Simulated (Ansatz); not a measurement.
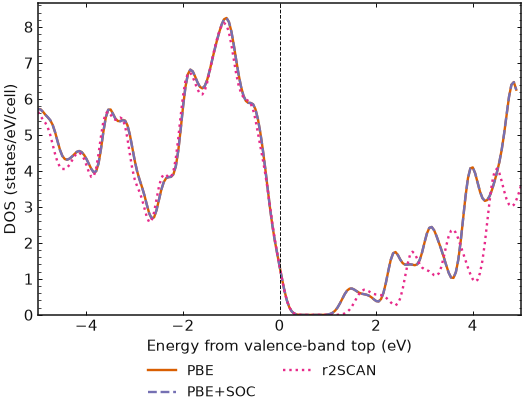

Total densities of states of Ge₂CN₄, space group Pm (No. 6), 14 atoms in the cell, beta-nitride host type, by three methods on the same cell. The curves are built from the levels of the k mesh with Gaussians 0.3 eV wide, which also blur the band edges. Each is counted from its own valence-band top.

> How do the methods compare?

PBE gives a gap of 1.26 eV, PBE+SOC gives a gap of 1.26 eV and r2SCAN gives a gap of 1.52 eV.

Settings. PBE: DFT, PBE, plane waves, PAW, no spin polarisation, 4×8×4 k mesh, 420 eV cutoff (Ansatz 0.2.0). PBE+SOC: DFT, PBE with spin-orbit coupling, plane waves, PAW, 4×8×4 k mesh, 420 eV cutoff, Fermi-Dirac smearing of 0.02 eV (Ansatz 0.2.0). r2SCAN: DFT, r2SCAN, plane waves, PAW, no spin polarisation, 4×8×4 k mesh, 500 eV cutoff (Ansatz 0.2.0).

The atoms aren't at rest in this cell (largest force 0.3 eV/Å), so the relaxed material can differ.
